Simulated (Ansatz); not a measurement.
# BClFH₃Si: small, medium and large basis sets

Aim: see how fast density functionals converge with the basis set for BClFH₃Si.

Method: one geometry, several basis sets; program: Ansatz 0.2.0, Gaussian basis.

The runs, in order: PBE0-D4/def2-SVP; ωB97M-V/def2-SVP; PBE0-D4/def2-QZVPP; ωB97M-V/def2-QZVPP; the functionals' def2-TZVPP values are taken from earlier runs.

### Step 1. The relaxed structure

An earlier PBE0-D4 in a triple-zeta def2 set relaxation fixed the geometry.

SMILES `B[SiH](F)Cl`, 7 atoms, charge 0, spin multiplicity 1.

Atoms are counted from 1 here; the program's logs count them from 0.

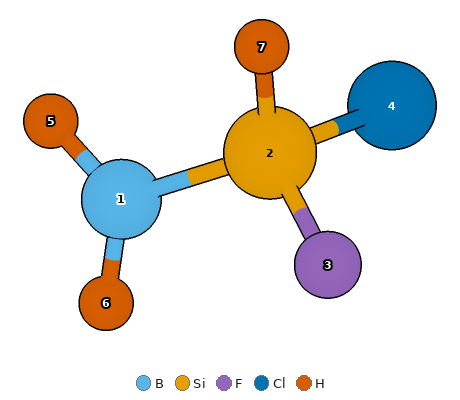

The geometry (colours as in the key); atoms are numbered from 1 in the order of the file.

Coordinates:

```
B     0.4153    0.9824    0.5845
Si   -0.4361   -0.5418   -0.3864
F    -0.7107   -0.2485   -1.9305
Cl    1.0513   -1.9584   -0.2467
H     0.3434    1.0447    1.7750
H     1.0787    1.7872    0.0047
H    -1.6807   -1.1337    0.1537
```

### Step 2. PBE0-D4 in def2-SVP

File in.yaml:

```yaml
crystal:
  periodic: [false, false, false]
  atoms:
    - {symbol: B, position_ang: [0.415261, 0.982441, 0.584528]}
    - {symbol: Si, position_ang: [-0.436144, -0.541798, -0.386429]}
    - {symbol: F, position_ang: [-0.710721, -0.248526, -1.930489]}
    - {symbol: Cl, position_ang: [1.051278, -1.958397, -0.246741]}
    - {symbol: H, position_ang: [0.343394, 1.044734, 1.774975]}
    - {symbol: H, position_ang: [1.078732, 1.787226, 0.004711]}
    - {symbol: H, position_ang: [-1.680699, -1.133680, 0.153743]}
basis:
  gaussian: {orbitals: def2-SVP}
hamiltonian: {xc: pbe0, dispersion: d4}
output: {orbitals: {seedname: orbitals}}
```

Launch:

```console
ansatz run in.yaml --threads 2 --pin off --events-out ev --progress --plain --max-ram 4352MiB
```

Further steps of the session: ωB97M-V in def2-SVP; PBE0-D4 in def2-QZVPP; ωB97M-V in def2-QZVPP.

**Question.** What will the summary of the whole plan be? Wanted: PBE0-D4: double and triple zeta above quadruple; ωB97M-V: double and triple zeta above quadruple.

**Answer**, as computed:

| quantity | value |
| --- | --- |
| PBE0-D4: double and triple zeta above quadruple | 12.36, 0.84 eV |
| ωB97M-V: double and triple zeta above quadruple | 12.41, 0.79 eV |

In words: For PBE0-D4 the step from double to triple zeta gains 11.52 eV and the next only 0.84 eV. These are total energies; as a rule much of such shifts cancels in differences, which this series doesn't test.
